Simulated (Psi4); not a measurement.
**One shape, several levels: triplet PH3**

Aim: a comparison of 3 runs (U-r2SCAN/aug-cc-pVTZ, UBLYP/aug-cc-pVTZ, UPBE/aug-cc-pVTZ) of triplet PH3. 

The results are computed with Psi4 1.11.

### Step 1. The system as given

PH3: 4 atoms, total charge 0, spin state triplet. As SMILES of the parent species, `P`. The coordinates come from a PBE0-D4/def2-TZVP relaxation. That shape belongs to the parent species and isn't relaxed for this state.

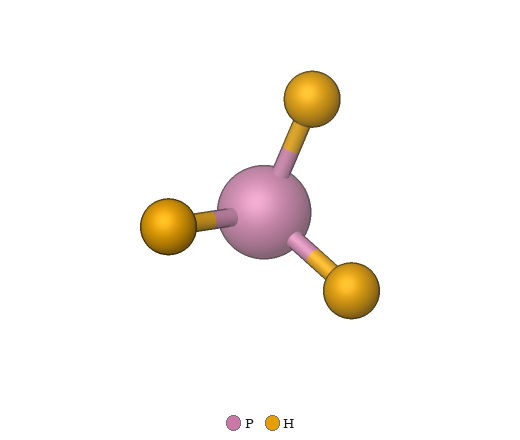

The structure, seen from a chosen angle (phosphorus pink, hydrogen amber).

### Step 2. Energy and gradient at U-r2SCAN/aug-cc-pVTZ (run 1)

The input, job.py:

```python
import psi4

psi4.set_memory('1600 MB')
psi4.set_num_threads(1)
psi4.core.set_output_file('run.log', False)

mol = psi4.geometry("""
0 3
P
H 1 1.419782
H 1 1.419768 2 93.0914
H 1 1.419738 3 93.10704 2 -93.27822
symmetry c1
no_reorient
no_com
""")

psi4.set_options({
    'reference': 'uks',
    'puream': True,
    'e_convergence': 1e-09,
    'd_convergence': 1e-08,
    'scf_type': 'pk',
    'dft_radial_points': 99,
    'dft_spherical_points': 590,
    'maxiter': 100,
})

result = psi4.gradient("r2scan/aug-cc-pVTZ")
print('gradient / Eh bohr^-1')
print(result.np.round(6))
```

Command:

```
python job.py
```

run.log:

```text
[...]
  Running in c1 symmetry.
[...]
  Nuclear repulsion =   17.542619192579121
[...]
  Multiplicity = 3
[...]
  Nalpha       = 10
  Nbeta        = 8
[...]
    Number of basis functions: 119
[...]
   @UKS iter   1:  -342.85054366902051   -7.87465e-03   2.79340e-03 DIIS/ADIIS
[...]
   @UKS iter  16:  -342.91420281307848   -5.75255e-11   9.54634e-09 DIIS
[...]
   @S^2 Observed:                2.009739996E+00
[...]
    Orbital Energies [Eh]
    ---------------------
    Alpha Occupied:
       1A    -76.847576     2A     -6.537316     3A     -4.687644
       4A     -4.681330     5A     -4.678149     6A     -0.660162
       7A     -0.392099     8A     -0.390507     9A     -0.349280
      10A     -0.065257
    Alpha Virtual:
      11A     -0.043811    12A     -0.021755    13A      0.034592
      14A      0.034732    15A      0.041613    16A      0.075406
      17A      0.080256    18A      0.084582    19A      0.089043
      20A      0.090230    21A      0.094930    22A      0.193456
      23A      0.205405    24A      0.212668    25A      0.234101
[...]
  @UKS Final Energy:  -342.91420281307848
   => Energetics <=
    Nuclear Repulsion Energy =             17.5426191925791208
    One-Electron Energy =                -507.4351341272382570
    Two-Electron Energy =                 171.2559107696980618
    DFT Exchange-Correlation Energy =     -24.2775986481174186
    Empirical Dispersion Energy =           0.0000000000000000
    VV10 Nonlocal Energy =                  0.0000000000000000
    Total Energy =                       -342.9142028130784752
[...]
 Multipole Moments:
 ------------------------------------------------------------------------------------
     Multipole            Electronic (a.u.)      Nuclear  (a.u.)        Total (a.u.)
 ------------------------------------------------------------------------------------
 L = 1.  Multiply by 2.5417464519 to convert [e a0] to [Debye]
 Dipole X            :         -1.2031990            1.2474339            0.0442349
 Dipole Y            :         -1.0932054            1.1779455            0.0847401
 Dipole Z            :         -1.0362486            1.1161838            0.0799352
 Magnitude           :                                                    0.1246084
[...]
  -Total Gradient:
     Atom            X                  Y                   Z
    ------   -----------------  -----------------  -----------------
       1       -0.038891549890     0.019180996135     0.018067997483
       2        0.016274414065    -0.002057693470    -0.032907326928
       3        0.016265391413    -0.033049928515    -0.000267322374
       4        0.006329822289     0.015928866349     0.015103663222
[...]
```

On the terminal:

```text
gradient / Eh bohr^-1
[[-0.038892  0.019181  0.018068]
 [ 0.016274 -0.002058 -0.032907]
 [ 0.016265 -0.03305  -0.000267]
 [ 0.00633   0.015929  0.015104]]
```

It took 2.3 min on 1 thread of Intel Xeon Platinum 8259CL at 2.50GHz (Skylake/Cascade Lake), shared host; peak memory 0.89 GiB.

### Step 3. Energy and gradient at UBLYP/aug-cc-pVTZ (run 2)

The input, job.json:

```json
{
  "schema_name": "qcschema_input",
  "schema_version": 1,
  "molecule": {
    "schema_name": "qcschema_molecule",
    "schema_version": 2,
    "symbols": ["P", "H", "H", "H"],
    "geometry": [0.65384524, -0.61699558, -0.62890085, 1.19222821, -0.06425069, 1.94074873, -1.90011962, -1.25288842, -0.10809233, 0.05423514, 1.93413469, -1.20356657],
    "molecular_charge": 0,
    "molecular_multiplicity": 3,
    "fix_symmetry": "c1",
    "fix_com": true,
    "fix_orientation": true
  },
  "driver": "gradient",
  "model": {
    "method": "blyp",
    "basis": "aug-cc-pVTZ"
  },
  "keywords": {
    "reference": "uks",
    "puream": true,
    "e_convergence": 1e-09,
    "d_convergence": 1e-08,
    "scf_type": "pk",
    "dft_radial_points": 99,
    "dft_spherical_points": 590,
    "maxiter": 100
  }
}
```

Command:

```
psi4 --qcschema job.json -n 1 --memory 1600MB
```

stdout:

```text
[...]
  Running in c1 symmetry.
[...]
  Nuclear repulsion =   17.542621848700300
[...]
  Multiplicity = 3
[...]
  Nalpha       = 10
  Nbeta        = 8
[...]
    Number of basis functions: 119
[...]
   @UKS iter   1:  -342.84476208892409    2.93790e-02   3.21099e-03 DIIS/ADIIS
[...]
   @UKS iter  18:  -342.93122184605312   -1.58593e-11   6.95548e-09 DIIS
[...]
   @S^2 Observed:                2.003875025E+00
[...]
    Orbital Energies [Eh]
    ---------------------
    Alpha Occupied:
       1A    -76.466401     2A     -6.374618     3A     -4.605295
       4A     -4.599154     5A     -4.595543     6A     -0.627884
       7A     -0.375951     8A     -0.372376     9A     -0.322143
      10A     -0.054572
    Alpha Virtual:
      11A     -0.046229    12A     -0.038903    13A      0.008507
      14A      0.011608    15A      0.020233    16A      0.053370
      17A      0.057609    18A      0.064622    19A      0.066662
      20A      0.069483    21A      0.075524    22A      0.166548
      23A      0.168922    24A      0.172377    25A      0.203294
[...]
  @UKS Final Energy:  -342.93122184605312
   => Energetics <=
    Nuclear Repulsion Energy =             17.5426218487002998
    One-Electron Energy =                -507.3347283644873755
    Two-Electron Energy =                 171.1306295961045407
    DFT Exchange-Correlation Energy =     -24.2697449263706062
    Empirical Dispersion Energy =           0.0000000000000000
    VV10 Nonlocal Energy =                  0.0000000000000000
    Total Energy =                       -342.9312218460531199
[...]
 Multipole Moments:
 ------------------------------------------------------------------------------------
     Multipole            Electronic (a.u.)      Nuclear  (a.u.)        Total (a.u.)
 ------------------------------------------------------------------------------------
 L = 1.  Multiply by 2.5417464519 to convert [e a0] to [Debye]
 Dipole X            :         -9.2146554            9.1540223           -0.0606331
 Dipole Y            :          8.6674507           -8.6379381            0.0295126
 Dipole Z            :          8.8789501           -8.8044229            0.0745271
 Magnitude           :                                                    0.1005070
[...]
  -Total Gradient:
     Atom            X                  Y                   Z
    ------   -----------------  -----------------  -----------------
       1       -0.006864360034    -0.034026262157     0.030275219863
       2       -0.010136899381     0.008396228374    -0.037581797539
       3        0.029870246451     0.023833852458    -0.011010037434
       4       -0.012869174090     0.001796262629     0.018316520779
[...]
```

The result, in JSON:

```text
{
 "driver": "gradient",
 "model": {
  "method": "blyp",
  "basis": "aug-cc-pVTZ"
 },
 "success": true,
 "return_result": [-0.006864360034069289, -0.034026262157189374, 0.030275219863143854, -0.010136899381257641, 0.008396228373678587, -0.037581797539259665, 0.029870246451338373, 0.023833852458230116, -0.011010037433835114, -0.0128691740903061, 0.0017962626288326178, 0.018316520778702248],
 "properties": {
  "calcinfo_nbasis": 119,
  "calcinfo_nmo": 119,
  "calcinfo_nalpha": 10,
  "calcinfo_nbeta": 8,
  "calcinfo_natom": 4,
  "nuclear_repulsion_energy": 17.5426218487003,
  "return_energy": -342.9312218460531,
  "return_gradient": [-0.006864360034069289, -0.034026262157189374, 0.030275219863143854, -0.010136899381257641, 0.008396228373678587, -0.037581797539259665, 0.029870246451338373, 0.023833852458230116, -0.011010037433835114, -0.0128691740903061, 0.0017962626288326178, 0.018316520778702248],
  "scf_one_electron_energy": -507.3347283644874,
  "scf_two_electron_energy": 171.13062959610454,
  "scf_xc_energy": -24.269744926370606,
  "scf_dipole_moment": [-0.06063308087074759, 0.029512622950962353, 0.07452714180262099],
  "scf_total_energy": -342.9312218460531,
  "scf_total_gradient": [-0.006864360034069289, -0.034026262157189374, 0.030275219863143854, -0.010136899381257641, 0.008396228373678587, -0.037581797539259665, 0.029870246451338373, 0.023833852458230116, -0.011010037433835114, -0.0128691740903061, 0.0017962626288326178, 0.018316520778702248],
  "scf_iterations": 18
 }
}
```

Wall time 76 s (1 thread of Intel Xeon Platinum 8259CL at 2.50GHz (Skylake/Cascade Lake), shared host); peak memory 0.91 GiB.

### Step 4. The energy at UPBE/aug-cc-pVTZ (run 3)

The input, calc.py:

```python
import psi4

psi4.set_memory(1600000000)
psi4.set_num_threads(1)
psi4.set_output_file('psi4.out', False)

molecule = psi4.geometry("""
0 3
P
H 1 1.419782
H 1 1.419768 2 93.0914
H 1 1.419738 3 93.10704 2 -93.27822
symmetry c1
""")

options = {'basis': 'aug-cc-pVTZ', 'reference': 'uks', 'puream': True, 'e_convergence': 1e-09, 'd_convergence': 1e-08, 'scf_type': 'pk', 'dft_radial_points': 99, 'dft_spherical_points': 590, 'maxiter': 100}
psi4.set_options(options)

energy_value, wavefunction = psi4.energy("pbe", molecule=molecule, return_wfn=True)
psi4.oeprop(wavefunction, "WIBERG_LOWDIN_INDICES", "DIPOLE", "LOWDIN_CHARGES")
print(f'total energy {energy_value:.8f} hartree = {energy_value * 27.211386:.5f} eV')
```

Command:

```
python calc.py
```

psi4.out:

```text
[...]
  Running in c1 symmetry.
[...]
  Nuclear repulsion =   17.542619192579121
[...]
  Multiplicity = 3
[...]
  Nalpha       = 10
  Nbeta        = 8
[...]
    Number of basis functions: 119
[...]
   @UKS iter   1:  -342.69535296967382    2.71033e-02   3.08889e-03 ADIIS/DIIS
[...]
   @UKS iter  18:  -342.77478616911884   -3.18323e-12   4.22465e-09 DIIS
[...]
   @S^2 Observed:                2.005191963E+00
[...]
    Orbital Energies [Eh]
    ---------------------
    Alpha Occupied:
       1A    -76.402896     2A     -6.376555     3A     -4.599455
       4A     -4.593024     5A     -4.589369     6A     -0.634558
       7A     -0.380085     8A     -0.376110     9A     -0.330919
      10A     -0.059950
    Alpha Virtual:
      11A     -0.052155    12A     -0.042689    13A      0.004794
      14A      0.007965    15A      0.014908    16A      0.050507
      17A      0.055905    18A      0.057962    19A      0.060670
      20A      0.064585    21A      0.069265    22A      0.165084
      23A      0.165767    24A      0.171589    25A      0.198993
[...]
  @UKS Final Energy:  -342.77478616911884
   => Energetics <=
    Nuclear Repulsion Energy =             17.5426191925791208
    One-Electron Energy =                -507.3698057217023916
    Two-Electron Energy =                 171.1636206794708528
    DFT Exchange-Correlation Energy =     -24.1112203194664190
    Empirical Dispersion Energy =           0.0000000000000000
    VV10 Nonlocal Energy =                  0.0000000000000000
    Total Energy =                       -342.7747861691188405
[...]
 Multipole Moments:
 ------------------------------------------------------------------------------------
     Multipole            Electronic (a.u.)      Nuclear  (a.u.)        Total (a.u.)
 ------------------------------------------------------------------------------------
 L = 1.  Multiply by 2.5417464519 to convert [e a0] to [Debye]
 Dipole X            :         -1.1951118            1.2474339            0.0523221
 Dipole Y            :         -1.0973808            1.1779455            0.0805647
 Dipole Z            :         -1.0397466            1.1161838            0.0764372
 Magnitude           :                                                    0.1227637
[...]
```

On the terminal:

```text
total energy -342.77478617 hartree = -9327.37702 eV
```

Run time: 55 s. Hardware: 1 thread of Intel Xeon Platinum 8259CL at 2.50GHz (Skylake/Cascade Lake), shared host; peak memory 0.91 GiB.

### Step 5. All runs side by side

| run | level | task | properties | energy (Eh) | dipole moment (D) | HOMO energy (eV) | ⟨S²⟩ | wall time |
| --- | --- | --- | --- | --- | --- | --- | --- | --- |
| 1 | U-r2SCAN/aug-cc-pVTZ | gradient | – | -342.914203 | 0.32 | -1.78 | 2.010 | 2.3 min |
| 2 | UBLYP/aug-cc-pVTZ | gradient | – | -342.931222 | 0.26 | -1.48 | 2.004 | 76 s |
| 3 | UPBE/aug-cc-pVTZ | energy | (wiberg, dipole, lowdin) | -342.774786 | 0.31 | -1.63 | 2.005 | 55 s |

### Step 6. Outcome

| quantity | value |
| --- | --- |
| run 3: total energy | -342.77479 Eh |
| run 3: dipole moment | 0.31 D |
| run 3: HOMO energy (highest over α and β) | -1.63 eV |
| run 3: ⟨S²⟩ | 2.005 |

**Reading.** The dipole moment (its size) runs from 0.26 D (UBLYP/aug-cc-pVTZ) to 0.32 D (U-r2SCAN/aug-cc-pVTZ). Totals of different functionals can't be ranked against each other. All runs together took 4.5 min, the longest 2.3 min.
